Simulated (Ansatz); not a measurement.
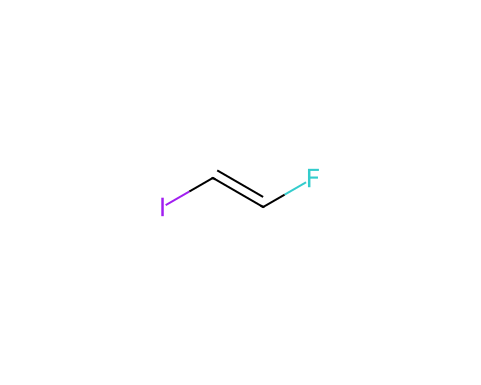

2D structure.

Question: Write the SMILES.

Answer: F/C=C/I

Question: Give the formula, hydrogens included.

Answer: C2H2FI.

More results for the same structure follow; atom numbers are the same in all pictures, views and colours differ. Computed geometry: PBE0-D4/def2-TZVP optimisation.

Electronic properties

Method: RKS B3LYP-D4/def2-TZVPP, core potentials on I (Ansatz 0.2.0).

Computed properties:

- dipole moment: 0.37 D
- HOMO energy (Kohn–Sham orbital): −6.85 eV
- LUMO energy (Kohn–Sham orbital): −1.16 eV
- HOMO–LUMO gap: 5.69 eV
- vertical ionisation energy: 9.21 eV

Charges

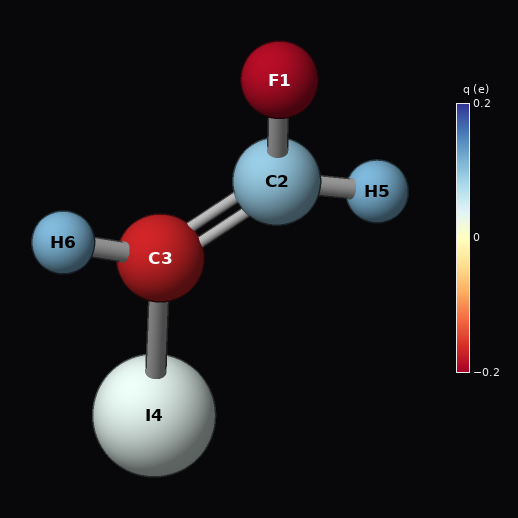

Atoms are coloured by their Mulliken charges. Level of theory: RKS B3LYP-D4/def2-TZVPP, core potentials on I (Ansatz 0.2.0).

Question: Which atom carries the highest charge (most positive or least negative)?

Answer: H5, H6 (0.11 e).

Question: And the lowest?

Answer: F1 (−0.19 e).

Give the Mulliken charges atom by atom.

| atom | value (e) |
| --- | --- |
| F1 | −0.19 |
| C2 | 0.10 |
| C3 | −0.17 |
| I4 | 0.03 |
| H5 | 0.11 |
| H6 | 0.11 |

Thermal motion

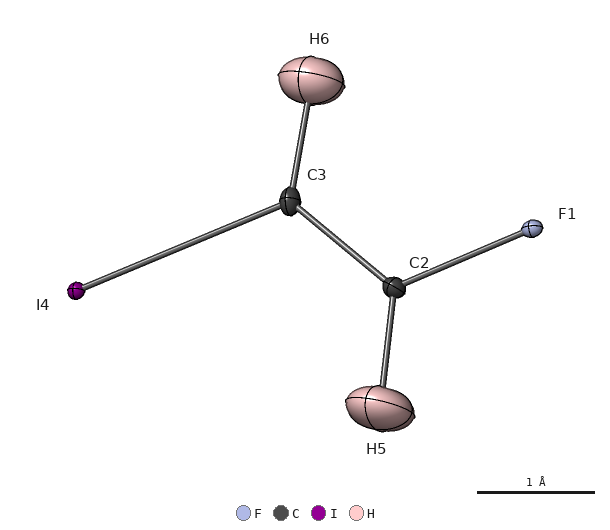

Displacement ellipsoids at the 50 % level, enlarged 1.5 times, from the internal vibrations of the free molecule (harmonic, no overall translation or rotation; no half-axis is drawn under 0.075 Å). Vibrations computed with RKS PBE0-D4/def2-TZVP, core potentials on I (Ansatz 0.2.0). Temperature: 0 K (zero-point motion alone).

Give the displacement parameters, one line for each set of equivalent atoms.

```tsv
atom	U_eq (Å²)	rms amplitudes (Å)
F1	0.0013	0.031, 0.034, 0.041
C2	0.0020	0.038, 0.046, 0.048
C3	0.0022	0.039, 0.048, 0.054
I4	0.00005	0.004, 0.004, 0.011
H5	0.0138	0.079, 0.130, 0.136
H6	0.0126	0.088, 0.119, 0.126
```

Mulliken values depend strongly on the basis set and can even reverse the polarity of a bond.
